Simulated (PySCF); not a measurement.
**Yb: excitation energy in x2c-TZVPPall**

Each state of ytterbium is computed at each level; their differences give the excitation energy. How far do the methods differ?

Method: unrestricted determinants in a Gaussian basis, no spin-orbit coupling in the energies. Code: PySCF 2.14.0.

## 1. The atom as given

- Element: ytterbium (Z = 70)
- Basis: x2c-TZVPPall (11s7p7d4f2g, 113 functions)
- Hamiltonian: scalar relativity by spin-free X2C-1e
- State 1: Yb: [Xe] 4f14 5d1 6s1, high-spin 3D determinant (an excited configuration)
- Needed too, but not shown: Yb [Xe] 4f14 6s2 (1S)
- Methods: UHF, LDA, PBE, PBE0, r2SCAN, MN15, M06-2X, B2PLYP, MP2
- Core shells frozen in the correlated runs: valence: [Kr] 4d10; valence and next inner shell: [Ar] 3d10 (for Yb)

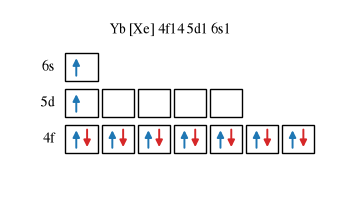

Outer shells as boxes.

The runs were made by one driver on top of PySCF. The scripts below sum up each run's settings (the driver also hands on starting orbitals that pick excited configurations, and frozen orbitals as a list rather than a count), and the logs come from the driver's own runs. The driver starts from symmetry-adapted Hartree-Fock orbitals, holds the occupation by maximum overlap and uses a logarithmic radial grid for functionals, so a plain start would take other cycles.

The integrals over 113 functions and the set-up took 10 s of CPU time.

## 2. Yb [Xe] 4f14 5d1 6s1

Level: UHF.

Input file input.py:

```python
from pyscf import gto, scf, dft, mp, cc
import basis_set_exchange as bse
mol = gto.M(atom="Yb 0 0 0", charge=0, spin=2, symmetry="D2h",
            basis=gto.basis.parse(bse.get_basis("x2c-TZVPPall", elements=["Yb"], fmt="nwchem")),
            nucmod="G")
mf = scf.UHF(mol).sfx2c1e()
mf.irrep_nelec = {'Ag': (10, 9), 'B1g': (3, 2), 'B2g': (2, 2), 'B3g': (2, 2), 'Au': (1, 1), 'B1u': (6, 6), 'B2u': (6, 6), 'B3u': (6, 6)}
mf.kernel()
```

Output:

```text
damping factor = 0
level_shift factor = 0
DIIS = <class 'pyscf.scf.diis.CDIIS'>
diis_start_cycle = 1
diis_space = 10
diis_damp = 0
SCF conv_tol = 1e-09
SCF conv_tol_grad = None
number electrons alpha = 36  beta = 34
cycle= 1 E= -14054.5063907385  delta_E= -0.000538  |g|= 0.00828  |ddm|= 0.0233
cycle= 2 E= -14054.5064518871  delta_E= -6.11e-05  |g|= 0.00357  |ddm|= 0.00938
cycle= 3 E= -14054.5064749895  delta_E= -2.31e-05  |g|= 0.00227  |ddm|= 0.00875
cycle= 4 E= -14054.5064778733  delta_E= -2.88e-06  |g|= 0.00124  |ddm|= 0.00246
cycle= 5 E= -14054.5064806461  delta_E= -2.77e-06  |g|= 0.000271  |ddm|= 0.00511
cycle= 6 E= -14054.5064808805  delta_E= -2.34e-07  |g|= 0.000124  |ddm|= 0.00184
cycle= 7 E= -14054.5064809482  delta_E= -6.77e-08  |g|= 4.66e-05  |ddm|= 0.00129
cycle= 8 E= -14054.5064809564  delta_E= -8.2e-09  |g|= 8.32e-06  |ddm|= 0.000523
cycle= 9 E= -14054.5064809566  delta_E= -1.96e-10  |g|= 1.13e-06  |ddm|= 8.02e-05
converged SCF energy = -14054.5064809566  <S^2> = 2.00233  2S+1 = 3.0015529
```

It used 6.7 s of CPU time after the integrals (shared host).

The occupied shells:

```tsv
shell	electrons	mean orbital energy (eV)	spread (eV)	rms radius (bohr)
1s α	1	-61640.4	0	0.0223
1s β	1	-61640.4	0	0.0223
2s α	1	-10573.9	0	0.0901
2s β	1	-10573.9	0	0.0901
2p α	3	-9336.7	0.001	0.0815
2p β	3	-9336.7	0.014	0.0815
3s α	1	-2439.0	0	0.231
3s β	1	-2439.0	0	0.231
3p β	3	-2057.5	0.025	0.232
3p α	3	-2057.5	0.033	0.232
3d β	5	-1580.4	0.021	0.212
3d α	5	-1580.4	0.027	0.212
4s α	1	-507.12	0	0.519
4s β	1	-507.10	0	0.519
4p β	3	-379.10	0.071	0.553
4p α	3	-379.08	0.065	0.553
4d β	5	-205.21	0.079	0.606
4d α	5	-205.18	0.094	0.606
5s α	1	-65.844	0	1.31
5s β	1	-65.495	0	1.31
5p α	3	-33.888	0.109	1.58
5p β	3	-33.399	0.415	1.58
4f β	7	-13.205	0.100	0.866
4f α	7	-13.187	0.099	0.866
6s α	1	-5.908	0	4.50
5d α	1	-2.733	0	4.84
```

⟨S²⟩ = 2.002, ⟨L²⟩ = 6.02.

Spin-orbit constants on these orbitals (cm⁻¹; bare nucleus, screened nucleus, mean field): 5d 414.6, 355.4, n/a. To first order in LS coupling the lowest level has J = 1 and lies 0.0661 eV below the centre of the term.

Spin-orbit coupling, absent here, splits the open shell strongly.

Level: LDA.

input.py, as changed from the run before:

```diff
@@ -5,3 +5,3 @@
             nucmod="G")
-mf = scf.UHF(mol).sfx2c1e()
+mf = dft.UKS(mol, xc="LDA,VWN").sfx2c1e()
 mf.irrep_nelec = {'Ag': (10, 9), 'B1g': (3, 2), 'B2g': (2, 2), 'B3g': (2, 2), 'Au': (1, 1), 'B1u': (6, 6), 'B2u': (6, 6), 'B3u': (6, 6)}
```

Output:

```text
damping factor = 0
level_shift factor = 0
DIIS = <class 'pyscf.scf.diis.CDIIS'>
diis_start_cycle = 1
diis_space = 10
diis_damp = 0
SCF conv_tol = 1e-09
SCF conv_tol_grad = None
number electrons alpha = 36  beta = 34
XC functionals = LDA,VWN
    P. A. M. Dirac.,  Math. Proc. Cambridge Philos. Soc. 26, 376 (1930)
    F. Bloch.,  Z. Phys. 57, 545 (1929)
    S. H. Vosko, L. Wilk, and M. Nusair.,  Can. J. Phys. 58, 1200 (1980)
cycle= 1 E= -14050.0917102623  delta_E= 0.0773  |g|= 1.33  |ddm|= 0.632
cycle= 2 E= -14049.1985247225  delta_E= 0.893  |g|= 3.64  |ddm|= 1.14
cycle= 3 E= -14050.2362301722  delta_E= -1.04  |g|= 0.15  |ddm|= 0.867
cycle= 4 E= -14050.2385738573  delta_E= -0.00234  |g|= 0.0305  |ddm|= 0.0757
cycle= 5 E= -14050.2386587617  delta_E= -8.49e-05  |g|= 0.00168  |ddm|= 0.0111
cycle= 6 E= -14050.2386593437  delta_E= -5.82e-07  |g|= 0.00028  |ddm|= 0.00258
cycle= 7 E= -14050.2386593734  delta_E= -2.98e-08  |g|= 2.54e-05  |ddm|= 0.000557
cycle= 8 E= -14050.2386593736  delta_E= -1.69e-10  |g|= 8.7e-07  |ddm|= 3.98e-05
converged SCF energy = -14050.2386593736  <S^2> = 2.0011397  2S+1 = 3.0007597
```

It used 4.2 s of CPU time after the integrals (shared host).

Level: PBE.

input.py, as changed from the run before:

```diff
@@ -5,3 +5,3 @@
             nucmod="G")
-mf = dft.UKS(mol, xc="LDA,VWN").sfx2c1e()
+mf = dft.UKS(mol, xc="PBE").sfx2c1e()
 mf.irrep_nelec = {'Ag': (10, 9), 'B1g': (3, 2), 'B2g': (2, 2), 'B3g': (2, 2), 'Au': (1, 1), 'B1u': (6, 6), 'B2u': (6, 6), 'B3u': (6, 6)}
```

Output:

```text
damping factor = 0
level_shift factor = 0
DIIS = <class 'pyscf.scf.diis.CDIIS'>
diis_start_cycle = 1
diis_space = 10
diis_damp = 0
SCF conv_tol = 1e-09
SCF conv_tol_grad = None
number electrons alpha = 36  beta = 34
XC functionals = PBE
    J. P. Perdew, K. Burke, and M. Ernzerhof.,  Phys. Rev. Lett. 77, 3865 (1996)
    J. P. Perdew, K. Burke, and M. Ernzerhof.,  Phys. Rev. Lett. 78, 1396 (1997)
    J. P. Perdew, K. Burke, and M. Ernzerhof.,  Phys. Rev. Lett. 77, 3865 (1996)
    J. P. Perdew, K. Burke, and M. Ernzerhof.,  Phys. Rev. Lett. 78, 1396 (1997)
cycle= 1 E= -14059.473668559  delta_E= 0.076  |g|= 1.29  |ddm|= 0.549
cycle= 2 E= -14058.6162955137  delta_E= 0.857  |g|= 3.56  |ddm|= 1.13
cycle= 3 E= -14059.611901106  delta_E= -0.996  |g|= 0.16  |ddm|= 0.847
cycle= 4 E= -14059.614437685  delta_E= -0.00254  |g|= 0.0406  |ddm|= 0.0804
cycle= 5 E= -14059.6145992511  delta_E= -0.000162  |g|= 0.00742  |ddm|= 0.0304
cycle= 6 E= -14059.6146123692  delta_E= -1.31e-05  |g|= 0.000308  |ddm|= 0.0107
cycle= 7 E= -14059.6146123757  delta_E= -6.52e-09  |g|= 0.000126  |ddm|= 0.000196
cycle= 8 E= -14059.6146123782  delta_E= -2.48e-09  |g|= 1.05e-05  |ddm|= 0.000102
cycle= 9 E= -14059.6146123782  delta_E= -4e-11  |g|= 3.31e-07  |ddm|= 7.72e-06
converged SCF energy = -14059.6146123782  <S^2> = 2.0052975  2S+1 = 3.0035296
```

It used 8.1 s of CPU time after the integrals (shared host).

Level: PBE0.

input.py, as changed from the run before:

```diff
@@ -5,3 +5,3 @@
             nucmod="G")
-mf = dft.UKS(mol, xc="PBE").sfx2c1e()
+mf = dft.UKS(mol, xc="PBE0").sfx2c1e()
 mf.irrep_nelec = {'Ag': (10, 9), 'B1g': (3, 2), 'B2g': (2, 2), 'B3g': (2, 2), 'Au': (1, 1), 'B1u': (6, 6), 'B2u': (6, 6), 'B3u': (6, 6)}
```

Output:

```text
damping factor = 0
level_shift factor = 0
DIIS = <class 'pyscf.scf.diis.CDIIS'>
diis_start_cycle = 1
diis_space = 10
diis_damp = 0
SCF conv_tol = 1e-09
SCF conv_tol_grad = None
number electrons alpha = 36  beta = 34
XC functionals = PBE0
    C. Adamo and V. Barone.,  J. Chem. Phys. 110, 6158 (1999)
    M. Ernzerhof and G. E. Scuseria.,  J. Chem. Phys. 110, 5029 (1999)
cycle= 1 E= -14059.3103836095  delta_E= 0.00414  |g|= 0.709  |ddm|= 0.378
cycle= 2 E= -14059.1144722534  delta_E= 0.196  |g|= 1.76  |ddm|= 0.584
cycle= 3 E= -14059.3505278327  delta_E= -0.236  |g|= 0.0401  |ddm|= 0.397
cycle= 4 E= -14059.350697197  delta_E= -0.000169  |g|= 0.00922  |ddm|= 0.0172
cycle= 5 E= -14059.3507064498  delta_E= -9.25e-06  |g|= 0.000445  |ddm|= 0.00535
cycle= 6 E= -14059.3507065973  delta_E= -1.47e-07  |g|= 8.43e-05  |ddm|= 0.000773
cycle= 7 E= -14059.3507066293  delta_E= -3.2e-08  |g|= 1.26e-05  |ddm|= 0.000563
cycle= 8 E= -14059.3507066301  delta_E= -7.6e-10  |g|= 2.48e-06  |ddm|= 9.14e-05
converged SCF energy = -14059.3507066301  <S^2> = 2.001629  2S+1 = 3.0010858
```

CPU time 9 s on a shared host, the integrals not counted.

Level: r2SCAN.

input.py, as changed from the run before:

```diff
@@ -5,3 +5,3 @@
             nucmod="G")
-mf = dft.UKS(mol, xc="PBE0").sfx2c1e()
+mf = dft.UKS(mol, xc="R2SCAN").sfx2c1e()
 mf.irrep_nelec = {'Ag': (10, 9), 'B1g': (3, 2), 'B2g': (2, 2), 'B3g': (2, 2), 'Au': (1, 1), 'B1u': (6, 6), 'B2u': (6, 6), 'B3u': (6, 6)}
```

Output:

```text
damping factor = 0
level_shift factor = 0
DIIS = <class 'pyscf.scf.diis.CDIIS'>
diis_start_cycle = 1
diis_space = 10
diis_damp = 0
SCF conv_tol = 1e-09
SCF conv_tol_grad = None
number electrons alpha = 36  beta = 34
XC functionals = R2SCAN
    J. W. Furness, A. D. Kaplan, J. Ning, J. P. Perdew, and J. Sun.,  J. Phys. Chem. Lett. 11, 8208-8215 (2020)
    J. W. Furness, A. D. Kaplan, J. Ning, J. P. Perdew, and J. Sun.,  J. Phys. Chem. Lett. 11, 9248-9248 (2020)
    J. W. Furness, A. D. Kaplan, J. Ning, J. P. Perdew, and J. Sun.,  J. Phys. Chem. Lett. 11, 8208-8215 (2020)
    J. W. Furness, A. D. Kaplan, J. Ning, J. P. Perdew, and J. Sun.,  J. Phys. Chem. Lett. 11, 9248-9248 (2020)
cycle= 1 E= -14059.6280349116  delta_E= 0.0299  |g|= 0.986  |ddm|= 0.471
cycle= 2 E= -14059.1509775968  delta_E= 0.477  |g|= 2.67  |ddm|= 0.813
cycle= 3 E= -14059.7086322824  delta_E= -0.558  |g|= 0.0273  |ddm|= 0.633
cycle= 4 E= -14059.7086452167  delta_E= -1.29e-05  |g|= 0.0254  |ddm|= 0.078
cycle= 5 E= -14059.7083424928  delta_E= 0.000303  |g|= 0.0585  |ddm|= 0.0948
cycle= 6 E= -14059.7088441988  delta_E= -0.000502  |g|= 0.00719  |ddm|= 0.0434
cycle= 7 E= -14059.7088521501  delta_E= -7.95e-06  |g|= 0.000301  |ddm|= 0.00544
cycle= 8 E= -14059.70885217  delta_E= -1.99e-08  |g|= 0.000195  |ddm|= 0.000491
cycle= 9 E= -14059.7088521772  delta_E= -7.21e-09  |g|= 1.65e-05  |ddm|= 0.000223
cycle= 10 E= -14059.7088521774  delta_E= -1.51e-10  |g|= 1.1e-06  |ddm|= 5.26e-05
converged SCF energy = -14059.7088521774  <S^2> = 2.0413755  2S+1 = 3.027458
```

CPU time 20 s on a shared host, the integrals not counted.

Level: MN15.

input.py, as changed from the run before:

```diff
@@ -5,3 +5,3 @@
             nucmod="G")
-mf = dft.UKS(mol, xc="R2SCAN").sfx2c1e()
+mf = dft.UKS(mol, xc="MN15").sfx2c1e()
 mf.irrep_nelec = {'Ag': (10, 9), 'B1g': (3, 2), 'B2g': (2, 2), 'B3g': (2, 2), 'Au': (1, 1), 'B1u': (6, 6), 'B2u': (6, 6), 'B3u': (6, 6)}
```

Output:

```text
damping factor = 0
level_shift factor = 0
DIIS = <class 'pyscf.scf.diis.CDIIS'>
diis_start_cycle = 1
diis_space = 10
diis_damp = 0
SCF conv_tol = 1e-09
SCF conv_tol_grad = None
number electrons alpha = 36  beta = 34
XC functionals = MN15
    H. S. Yu, X. He, S. L. Li, and D. G. Truhlar.,  Chem. Sci. 7, 5032-5051 (2016)
    H. S. Yu, X. He, S. L. Li, and D. G. Truhlar.,  Chem. Sci. 7, 5032-5051 (2016)
cycle= 1 E= -14069.3216495449  delta_E= -0.0492  |g|=  1.3  |ddm|= 0.723
cycle= 2 E= -14068.7891140183  delta_E= 0.533  |g|= 3.06  |ddm|= 0.972
cycle= 3 E= -14069.4443038366  delta_E= -0.655  |g|= 0.0874  |ddm|= 0.674
cycle= 4 E= -14069.4450267068  delta_E= -0.000723  |g|= 0.0304  |ddm|= 0.044
cycle= 5 E= -14069.4451206481  delta_E= -9.39e-05  |g|= 0.00139  |ddm|= 0.0131
cycle= 6 E= -14069.4451213036  delta_E= -6.56e-07  |g|= 0.0002  |ddm|= 0.0024
cycle= 7 E= -14069.4451214246  delta_E= -1.21e-07  |g|= 7.82e-05  |ddm|= 0.000899
cycle= 8 E= -14069.4451214568  delta_E= -3.22e-08  |g|= 2.8e-05  |ddm|= 0.000718
cycle= 9 E= -14069.4451214577  delta_E= -9.26e-10  |g|= 4.23e-06  |ddm|= 8.99e-05
converged SCF energy = -14069.4451214577  <S^2> = 2.0013763  2S+1 = 3.0009174
```

CPU time 20 s on a shared host, the integrals not counted.

Level: M06-2X.

input.py, as changed from the run before:

```diff
@@ -5,3 +5,3 @@
             nucmod="G")
-mf = dft.UKS(mol, xc="MN15").sfx2c1e()
+mf = dft.UKS(mol, xc="M062X").sfx2c1e()
 mf.irrep_nelec = {'Ag': (10, 9), 'B1g': (3, 2), 'B2g': (2, 2), 'B3g': (2, 2), 'Au': (1, 1), 'B1u': (6, 6), 'B2u': (6, 6), 'B3u': (6, 6)}
```

Output:

```text
damping factor = 0
level_shift factor = 0
DIIS = <class 'pyscf.scf.diis.CDIIS'>
diis_start_cycle = 1
diis_space = 10
diis_damp = 0
SCF conv_tol = 1e-09
SCF conv_tol_grad = None
number electrons alpha = 36  beta = 34
XC functionals = M062X
    Y. Zhao and D. G. Truhlar.,  Theor. Chem. Acc. 120, 215 (2008)
    Y. Zhao and D. G. Truhlar.,  Theor. Chem. Acc. 120, 215 (2008)
cycle= 1 E= -14060.8706175285  delta_E= -0.0321  |g|= 0.368  |ddm|= 0.445
cycle= 2 E= -14060.8368997139  delta_E= 0.0337  |g|= 0.775  |ddm|= 0.297
cycle= 3 E= -14060.88049098  delta_E= -0.0436  |g|= 0.00983  |ddm|= 0.171
cycle= 4 E= -14060.8805161166  delta_E= -2.51e-05  |g|= 0.00265  |ddm|= 0.0205
cycle= 5 E= -14060.8805204925  delta_E= -4.38e-06  |g|= 0.000502  |ddm|= 0.00745
cycle= 6 E= -14060.8805212264  delta_E= -7.34e-07  |g|= 0.00022  |ddm|= 0.00245
cycle= 7 E= -14060.880521285  delta_E= -5.86e-08  |g|= 0.000105  |ddm|= 0.000832
cycle= 8 E= -14060.8805212926  delta_E= -7.5e-09  |g|= 2.05e-05  |ddm|= 0.000448
cycle= 9 E= -14060.880521294  delta_E= -1.45e-09  |g|= 4.16e-06  |ddm|= 0.000264
cycle= 10 E= -14060.8805212941  delta_E= -8e-11  |g|= 9.27e-07  |ddm|= 4.69e-05
converged SCF energy = -14060.8805212941  <S^2> = 2.0012284  2S+1 = 3.0008188
```

CPU time 22 s on a shared host, the integrals not counted.

Level: B2PLYP.

input.py, as changed from the run before:

```diff
@@ -5,3 +5,3 @@
             nucmod="G")
-mf = dft.UKS(mol, xc="M062X").sfx2c1e()
+mf = dft.UKS(mol, xc="0.53*HF + 0.47*B88, 0.73*LYP").sfx2c1e()
 mf.irrep_nelec = {'Ag': (10, 9), 'B1g': (3, 2), 'B2g': (2, 2), 'B3g': (2, 2), 'Au': (1, 1), 'B1u': (6, 6), 'B2u': (6, 6), 'B3u': (6, 6)}
```

Output:

```text
damping factor = 0
level_shift factor = 0
DIIS = <class 'pyscf.scf.diis.CDIIS'>
diis_start_cycle = 1
diis_space = 10
diis_damp = 0
SCF conv_tol = 1e-09
SCF conv_tol_grad = None
number electrons alpha = 36  beta = 34
XC functionals = 0.53*HF + 0.47*B88, 0.73*LYP
    A. D. Becke.,  Phys. Rev. A 38, 3098 (1988)
    C. Lee, W. Yang, and R. G. Parr.,  Phys. Rev. B 37, 785 (1988)
    B. Miehlich, A. Savin, H. Stoll, and H. Preuss.,  Chem. Phys. Lett. 157, 200 (1989)
cycle= 1 E= -14058.2698098705  delta_E= -0.00417  |g|= 0.377  |ddm|= 0.233
cycle= 2 E= -14058.2326876265  delta_E= 0.0371  |g|= 0.805  |ddm|= 0.305
cycle= 3 E= -14058.2808651792  delta_E= -0.0482  |g|= 0.00938  |ddm|= 0.179
cycle= 4 E= -14058.2808823499  delta_E= -1.72e-05  |g|= 0.00622  |ddm|= 0.0065
cycle= 5 E= -14058.2808878583  delta_E= -5.51e-06  |g|= 0.000653  |ddm|= 0.004
cycle= 6 E= -14058.2808884463  delta_E= -5.88e-07  |g|= 8.23e-05  |ddm|= 0.00217
cycle= 7 E= -14058.2808884626  delta_E= -1.63e-08  |g|= 2.25e-05  |ddm|= 0.000464
cycle= 8 E= -14058.2808884629  delta_E= -2.76e-10  |g|= 3.33e-06  |ddm|= 7.63e-05
converged SCF energy = -14058.2808884629  <S^2> = 2.0014341  2S+1 = 3.0009559
```

CPU time 11 s on a shared host, the integrals not counted.

Script and log cover the SCF part. The PT2 part, added by the driver, -1.49030 hartree before scaling by 0.27, brings the total to -14058.683268 hartree.

Level: MP2 (valence).

input.py, as changed from the run before:

```diff
@@ -5,4 +5,5 @@
             nucmod="G")
-mf = dft.UKS(mol, xc="0.53*HF + 0.47*B88, 0.73*LYP").sfx2c1e()
+mf = scf.UHF(mol).sfx2c1e()
 mf.irrep_nelec = {'Ag': (10, 9), 'B1g': (3, 2), 'B2g': (2, 2), 'B3g': (2, 2), 'Au': (1, 1), 'B1u': (6, 6), 'B2u': (6, 6), 'B3u': (6, 6)}
 mf.kernel()
+mp.UMP2(mf, frozen=23).kernel()
```

The driver printed no log here.

It used 2.3 s of CPU time after the integrals (shared host).

With 24 electrons correlated, the MP2 correlation energy is -1.26845 hartree (-0.49663 same spin, -0.77182 opposite spin); the SCS form gives -1.09173. Largest pairs of shells: 4f-4f -0.7249, 4f-5p -0.2740, 5p-5p -0.1168, 4f-5s -0.0634, 5s-5p -0.0305.

## 3. Yb [Xe] 4f14 5d1 6s1, continued

Level: MP2 (valence and next inner shell).

Changes to input.py since step 2:

```diff
@@ -8,2 +8,2 @@
 mf.kernel()
-mp.UMP2(mf, frozen=23).kernel()
+mp.UMP2(mf, frozen=14).kernel()
```

The driver printed no log here.

It used 3.3 s of CPU time after the integrals (shared host).

With 42 electrons correlated, the MP2 correlation energy is -1.89218 hartree (-0.73768 same spin, -1.15450 opposite spin); the SCS form gives -1.63129. Largest pairs of shells: 4f-4f -0.7249, 4d-4f -0.3333, 4f-5p -0.2740, 5p-5p -0.1168, 4d-4d -0.0944.

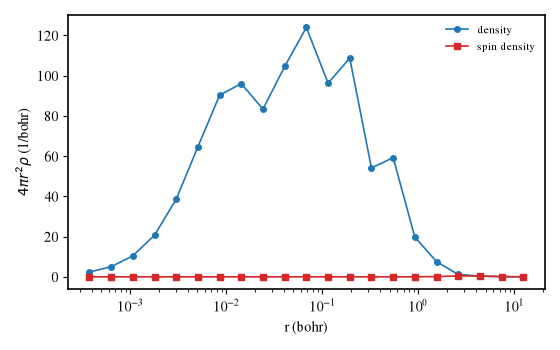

Radial density 4πr²ρ of Yb at UHF, without picture-change correction, at 21 stored radii joined by straight lines.

## 4. Differences of total energies

Excitation energy: Yb [Xe] 4f14 6s2 (1S) → Yb [Xe] 4f14 5d1 6s1 (3D).

```tsv
method	value (eV)	error (eV)
UHF	2.618	-0.474
LDA	2.804	-0.288
PBE	2.651	-0.441
PBE0	2.678	-0.415
r2SCAN	2.401	-0.691
MN15	3.411	+0.319
M06-2X	3.399	+0.307
B2PLYP	3.068	-0.025
MP2 (valence)	3.204	+0.111
SCS-MP2 (valence)	3.332	+0.239
MP2 (valence and next inner shell)	3.221	+0.129
SCS-MP2 (valence and next inner shell)	3.346	+0.254
```

Reference: 3.092 eV (measured; NIST levels, between the centres of gravity of the two terms). Errors of the correlated levels include the incompleteness of this basis.

The differences also use runs on Yb [Xe] 4f14 6s2 (1S), which are not shown here.

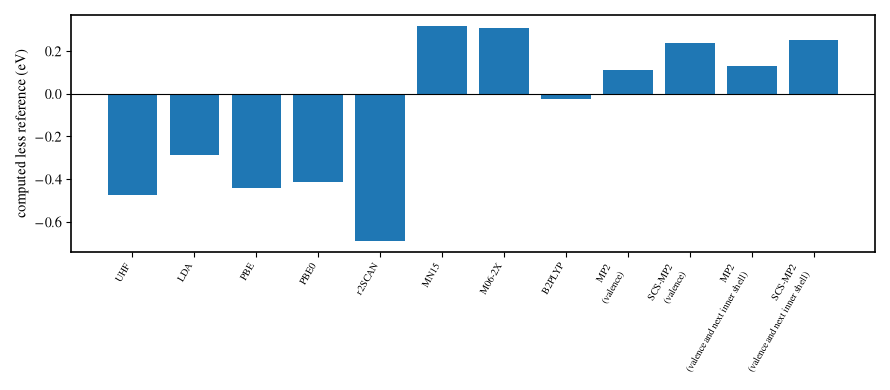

Computed less reference values by method.

## 5. Summary of results

```
                                 quantity                                                                    value
excitation energy, Yb → [Xe] 4f14 5d1 6s1  UHF 2.618, MP2 (valence and next inner shell) 3.221 eV; reference 3.092
```

Each level's miss (mean over 1 difference):

```tsv
method	mean absolute miss against the measured value (with the measured fine structure taken into account where it is known) (eV)
UHF	0.474
LDA	0.288
PBE	0.441
PBE0	0.415
r2SCAN	0.691
MN15	0.319
M06-2X	0.307
B2PLYP	0.025
MP2 (valence)	0.111
SCS-MP2 (valence)	0.239
MP2 (valence and next inner shell)	0.129
SCS-MP2 (valence and next inner shell)	0.254
```

In words: B2PLYP lands nearest to the measured value (off by 0.02 eV); r2SCAN misses by most (0.69 eV). PBE is off by -0.44 eV. The basis is finite, and no extrapolation was made.
